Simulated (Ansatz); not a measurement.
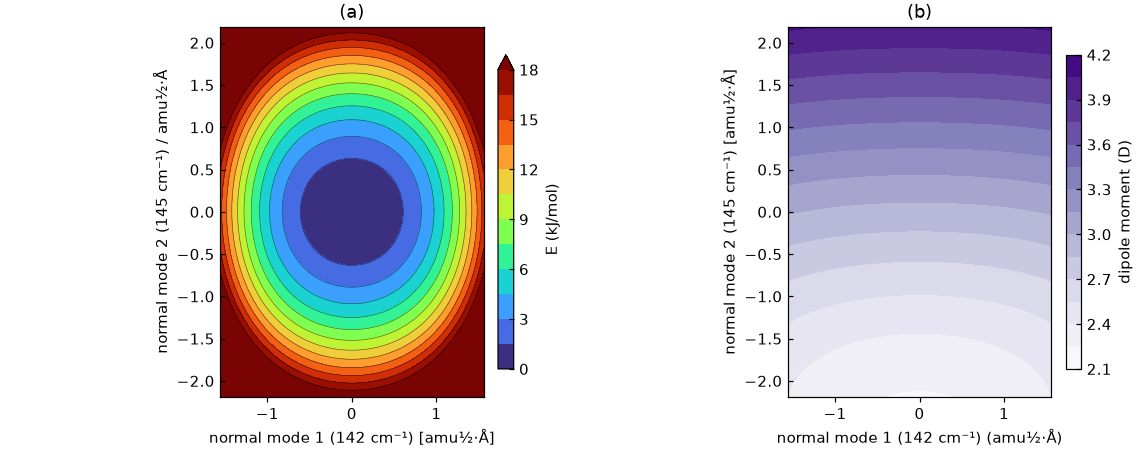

CdFH2N, SMILES [NH2][Cd][F]. First axis: normal mode 1 (142 cm⁻¹). Second axis: normal mode 2 (145 cm⁻¹). Nothing is relaxed (straight displacements along the two mass-weighted modes). Grid: 15 × 15 points; 128 points were computed and 97 follow by symmetry. All energies are given in kJ/mol relative to the lowest grid point. Level of theory: RKS PBE0-D4/def2-TZVP in Ansatz 0.2.0.

Panel (a) is the energy and panel (b) the computed dipole moment on the same grid.

The picture shows filled contours, one colour for all values above the top of the scale. Between grid points the surface is interpolated.

How does the dipole moment vary over the map, and what is it at the lowest grid point?

Leaving out the highest fifth of the energies, it runs from 2.24 D at normal mode 1 (142 cm⁻¹) = 0.000 amu½·Å, normal mode 2 (145 cm⁻¹) = −2.186 amu½·Å to 4.03 D at normal mode 1 (142 cm⁻¹) = −0.445 amu½·Å, normal mode 2 (145 cm⁻¹) = 2.186 amu½·Å. At the lowest grid point, normal mode 1 (142 cm⁻¹) = 0.000 amu½·Å, normal mode 2 (145 cm⁻¹) = 0.000 amu½·Å, it is 2.95 D.

```
normal mode 2 (145 cm⁻¹) ↓, normal mode 1 (142 cm⁻¹) →  −1.559  −1.336  −1.114  −0.891  −0.668  −0.445  −0.223  0.000  0.223  0.445  0.668  0.891  1.114  1.336  1.559
                                                 2.186    4.07    4.06    4.05    4.04    4.04    4.03    4.03   4.03   4.03   4.03   4.04   4.04   4.05   4.06   4.07
                                                 1.874    3.91    3.89    3.88    3.88    3.87    3.87    3.86   3.86   3.86   3.87   3.87   3.88   3.88   3.89   3.91
                                                 1.562    3.74    3.73    3.72    3.71    3.71    3.70    3.70   3.70   3.70   3.70   3.71   3.71   3.72   3.73   3.74
                                                 1.249    3.59    3.57    3.56    3.55    3.55    3.55    3.54   3.54   3.54   3.55   3.55   3.55   3.56   3.57   3.59
                                                 0.937    3.44    3.42    3.41    3.40    3.39    3.39    3.39   3.39   3.39   3.39   3.39   3.40   3.41   3.42   3.44
                                                 0.625    3.29    3.27    3.26    3.25    3.24    3.24    3.24   3.24   3.24   3.24   3.24   3.25   3.26   3.27   3.29
                                                 0.312    3.15    3.13    3.12    3.11    3.10    3.09    3.09   3.09   3.09   3.09   3.10   3.11   3.12   3.13   3.15
                                                 0.000    3.01    2.99    2.98    2.97    2.96    2.95    2.95   2.95   2.95   2.95   2.96   2.97   2.98   2.99   3.01
                                                −0.312    2.89    2.86    2.85    2.83    2.82    2.82    2.81   2.81   2.81   2.82   2.82   2.83   2.85   2.86   2.89
                                                −0.625    2.77    2.74    2.72    2.71    2.70    2.69    2.69   2.68   2.69   2.69   2.70   2.71   2.72   2.74   2.77
                                                −0.937    2.66    2.63    2.61    2.59    2.58    2.57    2.57   2.57   2.57   2.57   2.58   2.59   2.61   2.63   2.66
                                                −1.249    2.57    2.54    2.51    2.49    2.48    2.47    2.46   2.46   2.46   2.47   2.48   2.49   2.51   2.54   2.57
                                                −1.562    2.49    2.45    2.43    2.40    2.39    2.37    2.37   2.36   2.37   2.37   2.39   2.40   2.43   2.45   2.49
                                                −1.874    2.43    2.39    2.36    2.34    2.32    2.30    2.29   2.29   2.29   2.30   2.32   2.34   2.36   2.39   2.43
                                                −2.186    2.40    2.35    2.32    2.29    2.27    2.25    2.24   2.24   2.24   2.25   2.27   2.29   2.32   2.35   2.40
```
